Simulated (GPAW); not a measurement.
# PBE/real-space grid (scalar-relativistic datasets) run of SiPH4OF (SMILES F[SiH2]OP)

Aim: ionisation energies of SiPH4OF. Input form: an ASE script.

The results are computed with GPAW 26.7.0.

2 further runs of the same task are left out: 2 set aside as unsound or not needed.

## Step 1: The structure to begin with

SiPH4OF: 8 atoms, total charge 0, spin state singlet. SMILES: `F[SiH2]OP`. Geometry: relaxed at GFN2-xTB. This is one conformer, not always the lowest.

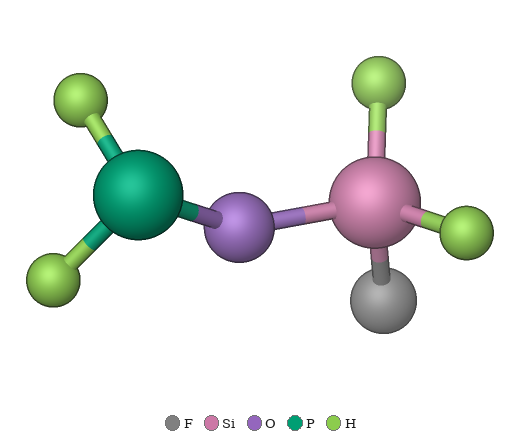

The structure, seen from a chosen angle (fluorine grey, silicon pink, oxygen purple, phosphorus teal, hydrogen green).

## Step 2: Ionisation energies at PBE/real-space grid (scalar-relativistic datasets)

Contents of gs.xyz:

```xyz
8

F     -1.745480     1.434150    -0.698880
Si    -0.364820     1.247450     0.082380
O      0.013620    -0.284100    -0.279390
P      1.137680    -1.484860    -0.173620
H      0.591190     2.170250    -0.492040
H     -0.657700     1.347660     1.498510
H      0.639070    -2.051470     1.016880
H      0.386430    -2.379070    -0.953840
```

Contents of ipea.py:

```python
from ase.io import read
from gpaw import GPAW

atoms = read("gs.xyz")
atoms.center(vacuum=4.5)

energies = {}
for name, charge, unpaired in [("neutral", 0, 0), ("oxidised", 1, 1)]:
    atoms.set_initial_magnetic_moments([unpaired / len(atoms)] * len(atoms))
    calc = GPAW(mode="fd",
                h=0.25,
                xc="PBE",
                charge=charge,
                occupations={"name": "fermi-dirac", "width": 0.0, "fixmagmom": unpaired > 0},
                maxiter=100,
                symmetry="off",
                txt=f'{name}.txt')
    atoms.calc = calc
    energies[name] = atoms.get_potential_energy()
    print(f'{name:10} {energies[name]:12.5f} eV')

ip = energies["oxidised"] - energies["neutral"]
print(f"Vertical IP = {ip:.3f} eV")
```

On the command line:

```console
$ python3 -u ipea.py | tee ipea.out
```

The log of the run:

```text
neutral       -38.45988 eV
oxidised      -29.00543 eV
Vertical IP = 9.454 eV
```

neutral.txt, shortened:

```text
[...]
occupation numbers:
  # Zero width
[...]
xc functional:
  name: PBE with 2 nearest neighbor stencil
[...]
|iter     |     time |      energy | eigst |  dens |
[...]
|iter:   1| 00:00:01 |  -41.587550 | +1.00 |       |
[...]
|iter:  14| 00:00:10 |  -38.459881c| -7.49c| -5.77c|
Converged in 14 steps
[...]
Energy contributions relative to reference atoms: (reference = -21994.151644)
Energy contributions:
  Kinetic:          53.253379
  Coulomb:         -55.965584
  Zero:              2.130867
  External:          0.000000
  Xc:              -37.878541
  Entropy:           0.000000
  Spinorbit:         0.000000
  ----------------------------
  Free energy:     -38.459881
  Extrapolated:    -38.459881
dipole moment: (0.228410, -0.069406, 0.212023)  # |e|*Ang
Fermi level: -3.927
Eigenvalues  # (at kpt = [0.000, 0.000, 0.000])
| band index |      eig [eV] | occ [0-2] |
|------------|---------------|-----------|
|          0 |       -29.479 |     2.000 |
|        ... |               |           |
|          5 |       -11.328 |     2.000 |
|          6 |       -10.986 |     2.000 |
|          7 |       -10.319 |     2.000 |
[... 11 lines of this table left out ...]
|         19 |         1.007 |     0.000 |
Gap: 4.620 eV
Transition (v -> c):
  (s=0, k=0, n=12, [0.00, 0.00, 0.00]) -> (s=0, k=0, n=13, [0.00, 0.00, 0.00])
No difference between direct/indirect transitions
vacuum-level: 0.000  # V
```

oxidised.txt, shortened:

```text
[...]
|iter     |     time |      energy | eigst |  dens |  magmom |
[...]
|iter:   1| 00:00:02 |  -35.442058 | +1.02 |       |  +0.9975|
[...]
|iter:  16| 00:00:21 |  -29.005432c| -7.44c| -5.34c|  +1.0000|
Converged in 16 steps
[...]
Energy contributions relative to reference atoms: (reference = -21994.151644)
Energy contributions:
  Kinetic:          42.604442
  Coulomb:         -44.621621
  Zero:              2.107820
  External:          0.000000
  Xc:              -29.096072
  Entropy:           0.000000
  Spinorbit:         0.000000
  ----------------------------
  Free energy:     -29.005432
  Extrapolated:    -29.005432
dipole moment: (7.148940, 6.157857, 5.576692)  # |e|*Ang
Total magnetic moment: (0.000000, 0.000000, 1.000000)
Local magnetic moments
|        x |        y |        z |
|----------|----------|----------|
| 0.000000 | 0.000000 | 0.010098 |  # F    0
| 0.000000 | 0.000000 | 0.011603 |  # Si   1
| 0.000000 | 0.000000 | 0.166615 |  # O    2
[... 4 lines of this table left out ...]
| 0.000000 | 0.000000 | 0.019070 |  # H    7
Fermi levels: -10.306, -12.913
Eigenvalues  # (at kpt = [0.000, 0.000, 0.000])
| band index |      eig [eV] | occ [0-1] |      eig [eV] | occ [0-1] |
|------------|---------------|-----------|---------------|-----------|
|          0 |       -34.195 |     1.000 |       -34.168 |     1.000 |
|        ... |               |           |               |           |
|          5 |       -17.477 |     1.000 |       -17.307 |     1.000 |
|          6 |       -17.098 |     1.000 |       -16.666 |     1.000 |
|          7 |       -15.822 |     1.000 |       -15.695 |     1.000 |
[... 11 lines of this table left out ...]
|         19 |        -3.245 |     0.000 |        -3.100 |     0.000 |
Gap: 4.521 eV
Transition (v -> c):
[...]
timing:  # [seconds]
  Total: 20.773  # ━━━━━━━━━━━━━━━━━━━━━━━━━━━━━━━━━━━━━━━━━━━━━━━━━━━━━━━━━━
  Init:   1.089  # ━━━
  SCF:   19.654  # ━━━━━━━━━━━━━━━━━━━━━━━━━━━━━━━━━━━━━━━━━━━━━━━━━━━━━━━
Max RSS: 674.609  # MiB
```

Run time: 31 s. Hardware: 1 thread of Arm Neoverse V2, shared host; peak memory 0.66 GiB.

## Step 3: Outcome

Level: PBE/real-space grid (scalar-relativistic datasets).

| quantity | value |
| --- | --- |
| first ionisation energy | 9.45 eV |
